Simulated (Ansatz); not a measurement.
The parent structure is CsSnI3 in the cubic perovskite structure (space group Pm-3m, No. 221; a = 6.131 Å).

It is then changed as follows: the cell is scaled by 1.0240 in all directions, atoms relaxed at fixed cell.

Computed with Ansatz (an electronic-structure program), PBEsol, PAW, cutoff 420 eV, no spin-orbit coupling.

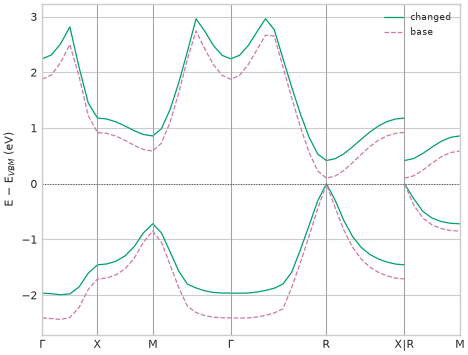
Figure: Highest valence and lowest conduction band along the path, each from its own valence-band maximum

Read the changed gap and its character from the plot.

About 0.4 eV, direct at R.

With I present, leaving out spin-orbit coupling can change the band edges. The cells carry an imposed strain or load. Whether these cells are dynamically stable was not tested. Many cubic perovskites are stable only at high temperature; tilts and polar distortions were not tested.
